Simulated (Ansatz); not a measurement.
# Cl3H2NZr···H2: what the fields show

```json
{"atom": "Zr", "x (Å)": "-0.2778", "y (Å)": "0.3834", "z (Å)": "0.0353"}
{"atom": "N", "x (Å)": "-0.2418", "y (Å)": "0.3364", "z (Å)": "2.0296"}
{"atom": "H", "x (Å)": "-0.8635", "y (Å)": "0.8440", "z (Å)": "2.6382"}
{"atom": "H", "x (Å)": "0.3922", "y (Å)": "-0.2080", "z (Å)": "2.5922"}
{"atom": "Cl", "x (Å)": "1.9707", "y (Å)": "0.3781", "z (Å)": "-0.7313"}
{"atom": "Cl", "x (Å)": "-1.4903", "y (Å)": "2.3303", "z (Å)": "-0.5656"}
{"atom": "Cl", "x (Å)": "-1.3792", "y (Å)": "-1.5589", "z (Å)": "-0.7887"}
{"atom": "H", "x (Å)": "2.2284", "y (Å)": "-2.5627", "z (Å)": "1.5834"}
{"atom": "H", "x (Å)": "1.6429", "y (Å)": "-2.9479", "z (Å)": "1.8421"}
```

Core potentials replace the inner electrons of Zr.

Computed with RHF/def2-SVP in Ansatz 0.2.0.

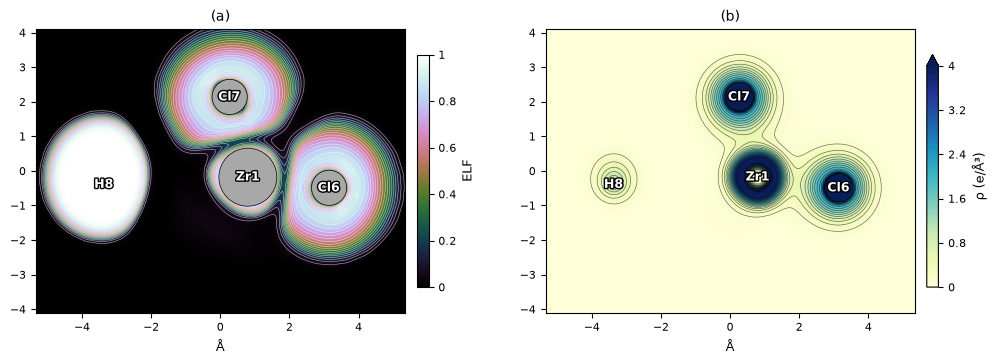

Figure 1. (a) electron localisation function; (b) electron density on the plane of atoms Cl6, Zr1 and Cl7. Grey discs cover the atomic cores in the ELF map.

Interpret the plot.

Atoms in the plane: Zr, Cl and H.
Zr–Cl (2.37 Å): ρ at the midpoint is about 0.55 e/Å³; the ELF peaks at about 0.85 in the valence shell of Cl, 0.8 Å from its nucleus, and is about 0.35 at the midpoint.

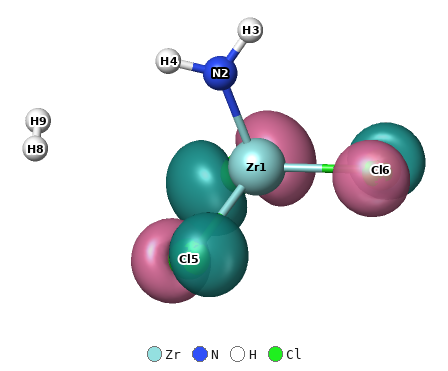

Figure 2. The HOMO−1 at ±0.15 Å⁻³ᐟ² (teal and pink are the two phases), seen at a tilt.

Where does this orbital lie, and at what energy?

Its weight (Hirshfeld) is mainly on Cl7 (about 45 %), Cl5 (about 25 %) and Cl6 (about 20 %); largely a combination of lone pairs on Cl7, Cl5 and Cl6. Its energy is −12.43 eV.

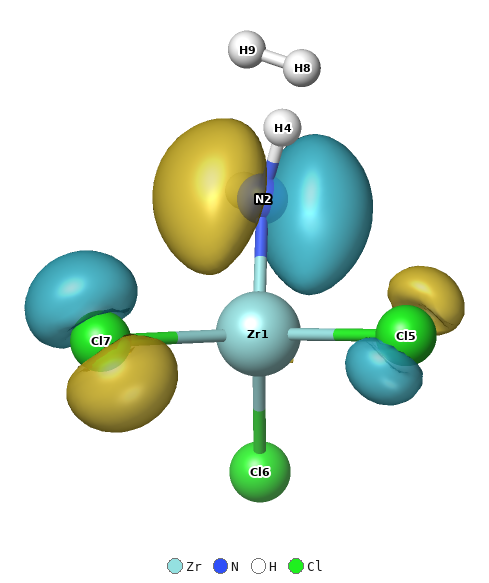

Figure 3. The HOMO at ±0.15 Å⁻³ᐟ² (yellow and cyan are the two phases), seen at an oblique angle.

Where does this orbital lie, and at what energy?

It lies mainly on N2 (about 50 %), Cl7 (about 20 %), Zr1 (about 10 %) and Cl5 (about 10 %); largely a combination of lone pairs on N2, Cl7 and Cl5. Its energy is −11.82 eV.
